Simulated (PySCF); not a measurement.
Consider C₄H₁₁ClOSi₂.

Input

```
{"job": {"kind": "nmr", "xc": "PBE0", "basis": "pcSseg-1"}, "charge": 0, "multiplicity": 1}
Si     3.854332     2.561619     2.067941
O      2.285941     2.819072     1.565132
Si     1.216496     4.054282     1.323300
Cl     2.264076     5.820793     1.684450
C      0.395439     4.068994    -0.363940
C     -1.061225     3.697351    -0.032479
C     -1.435943     4.300069     1.329767
C     -0.346047     3.931532     2.349726
H      4.817523     3.191037     1.118010
H      4.064295     3.124266     3.434269
H      4.072283     1.088471     2.096449
H      0.865537     3.391127    -1.091150
H      0.455109     5.088953    -0.778690
H     -1.154687     2.598723     0.027698
H     -1.758433     4.026085    -0.819518
H     -2.434314     3.964850     1.653238
H     -1.491104     5.399032     1.233924
H     -0.357998     4.558502     3.252472
H     -0.455977     2.881572     2.673622
```

Run with:

```sh
OMP_NUM_THREADS=1 python probes_run.py task.json out
```

Geometry: PBE0-D3(BJ)/def2-SVP.

All numbers below come from PySCF 2.14.0, PBE0/pcSseg-1, SCF density, gas phase, non-relativistic.

**What will maps of the electron density and electron localisation function show?**

Si–O (1.65 Å): ρ at the midpoint is about 1.1 e/Å³; the ELF peaks at about 0.85 between the atoms; a polar covalent bond.
Si–Cl (2.09 Å): ρ is about 0.86 e/Å³ halfway; the ELF peaks at about 0.90 between the atoms; a polar covalent bond.
Si–H (1.49 Å): ρ at the midpoint is about 0.8 e/Å³; the ELF climbs to about 1 towards the hydrogen, as it does in any bond to H.

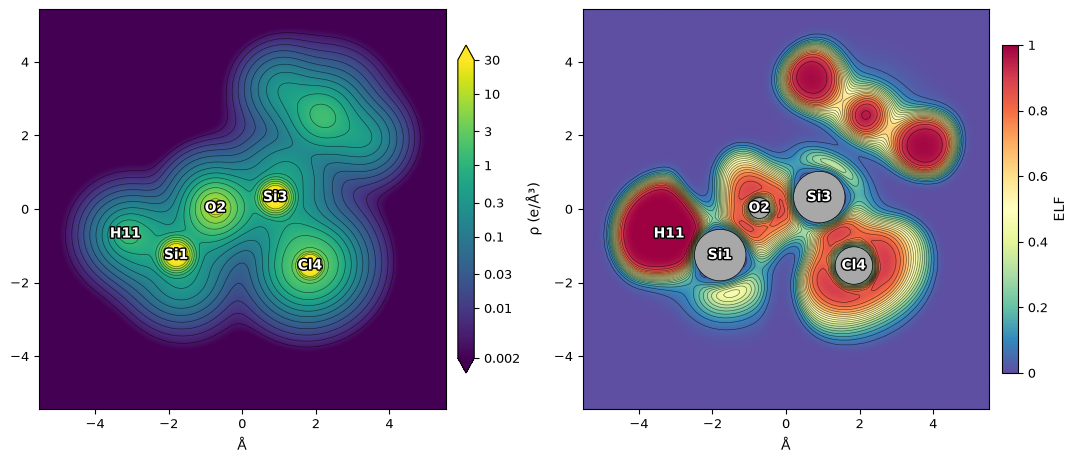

Computed electron density and electron localisation function on the plane of atoms O2, Si3 and Cl4, in this order. Grey discs cover the atomic cores in the ELF map. 
